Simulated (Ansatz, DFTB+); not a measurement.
## Abstraction of H: C2H3N + C3H6N → C2H2N + C3H7N

Species: C2H3N (acetonitrile) `CC#N`, singlet; C3H6N `C=C[N]C`, doublet; C2H2N `[CH2]C#N`, doublet; C3H7N (N-methylethenamine) `C=CNC`, singlet. A radical takes H: the energy is the difference in strength between the C–H bond broken and the N–H bond made.

Shapes, held fixed at every level: PBE0-D4/def2-TZVP. Flexible molecules stand in one conformer, not always the lowest. Programs: Ansatz 0.2.0, DFTB+ 25.1. The zero-point and thermal change to 298 K, harmonic and unscaled (PBE0-D4/def2-TZVP), is +1.1 kJ/mol.

```csv
level,kind,ΔH(298 K) (kJ/mol)
DFTB2-D4,semi-empirical,+80.6
SPW92/def2-TZVPP,LDA,+38.0
PBE-D4/def2-TZVPP,GGA,+44.6
r2SCAN-D4/def2-TZVPP,meta-GGA,+45.3
B3LYP-D4/def2-TZVPP,global hybrid,+46.3
wB97M-V/def2-TZVPP,range-separated hybrid,+49.0
wB97X-V/def2-TZVPP,range-separated hybrid,+52.2
B2PLYP/def2-TZVPP,double hybrid,+48.6
```

B2PLYP/def2-TZVPP gives ΔH(298 K) = +48.6 kJ/mol; the levels span +38.0 to +80.6. The median of the levels is +47.5. No measured value is set beside it here. Spin contamination: C3H6N (⟨S²⟩ up to 0.96), C2H2N (⟨S²⟩ up to 0.93). Open shells run unrestricted.

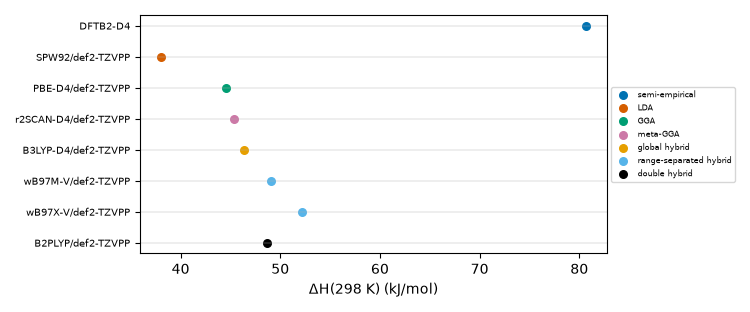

The values of the table, level by level.
